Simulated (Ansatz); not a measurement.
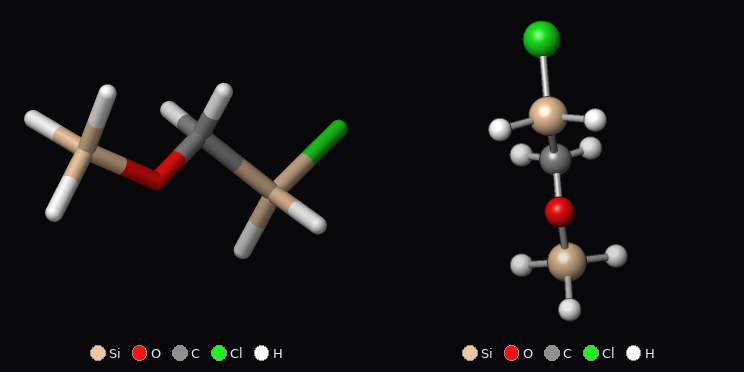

Both panels show the same species.

Computed geometry: PBE0-D4/def2-TZVP optimisation. No frequency run is at hand to confirm it as a minimum.

Question: What is the molecular formula?

Answer: CH7ClOSi2, 12 atoms: 1 carbon, 7 hydrogen, 1 chlorine, 1 oxygen and 2 silicon.

Question: How many sets of symmetry-equivalent atoms are there?

Answer: 9: 1 Si, 1 O, 1 C, 1 Si, 1 Cl, 2 H, 1 H, 2 H, 2 H.

The parts below concern this one geometry. Atoms keep their numbers from picture to picture.

### Levels of theory compared

No frequency run is at hand to confirm it as a minimum. Program: Ansatz 0.2.0.

Tabulate HOMO energy (eV) at these levels: B3LYP-D4/def2-TZVPP; PBE-D4/def2-TZVPP; PBE0-D4/def2-TZVPP; r2SCAN-D4/def2-TZVPP; ωB97M-V/def2-TZVPP; ωB97X-V/def2-TZVPP.

```csv
level,HOMO energy (eV)
B3LYP-D4/def2-TZVPP,−8.21
PBE-D4/def2-TZVPP,−7.02
PBE0-D4/def2-TZVPP,−8.43
r2SCAN-D4/def2-TZVPP,−7.36
ωB97M-V/def2-TZVPP,−10.70
ωB97X-V/def2-TZVPP,−10.83
```

### Charges

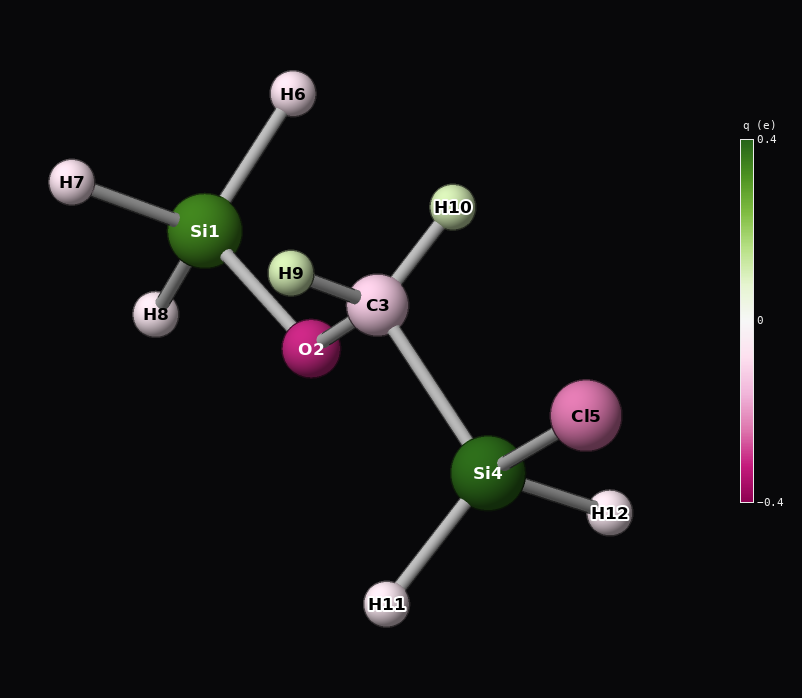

Atoms are coloured by their Mulliken charges. No frequency run is at hand to confirm it as a minimum. Level of theory: RKS PBE-D4/def2-TZVPP (Ansatz 0.2.0).

Question: Which atom carries the highest charge (most positive or least negative)?

Answer: Si4 (0.39 e).

Question: And the lowest?

Answer: O2 (−0.31 e).

List the Mulliken charges.

| atom | value (e) |
| --- | --- |
| Si1 | 0.34 |
| O2 | −0.31 |
| C3 | −0.11 |
| Si4 | 0.39 |
| Cl5 | −0.24 |
| H6 | −0.06 |
| H7 | −0.06 |
| H8 | −0.05 |
| H9 | 0.11 |
| H10 | 0.11 |
| H11 | −0.05 |
| H12 | −0.05 |

### Dipole moment

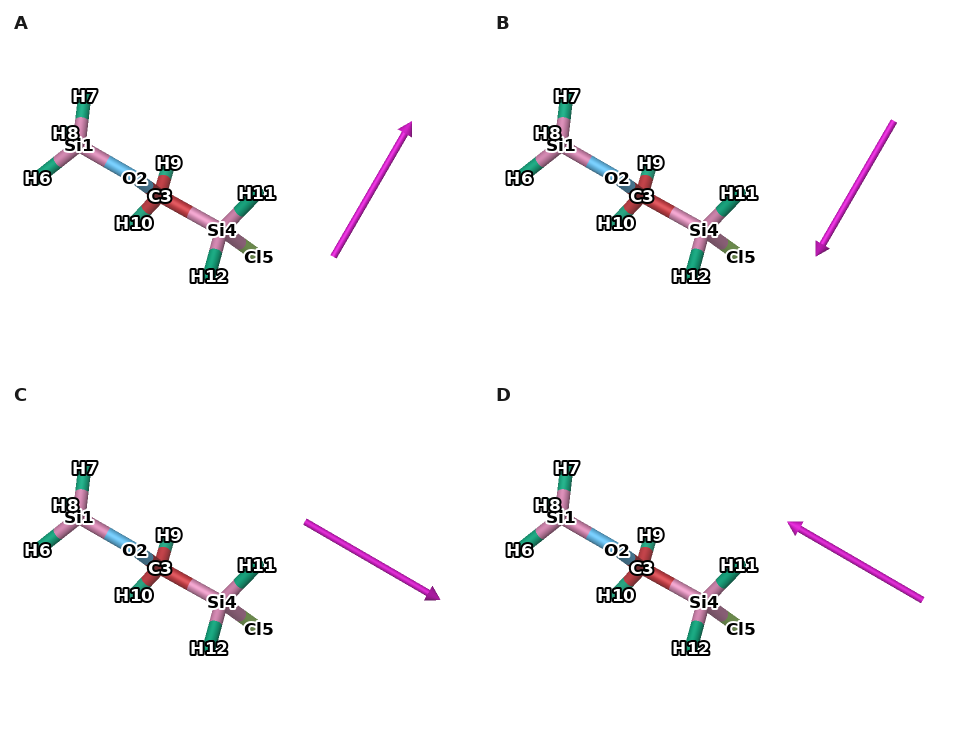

The same molecule four times, each with an arrow. No frequency run is at hand to confirm it as a minimum. Properties computed with RKS B3LYP-D4/def2-TZVPP (Ansatz 0.2.0).

Question: Which arrow points along the dipole moment, from the negative to the positive end?

Answer: D. The dipole moment is 1.24 D; it points from the side of Cl5 to the side of H6, H7, H8 (the outermost atoms at the two ends).

Mulliken values depend strongly on the basis set and can even reverse the polarity of a bond.
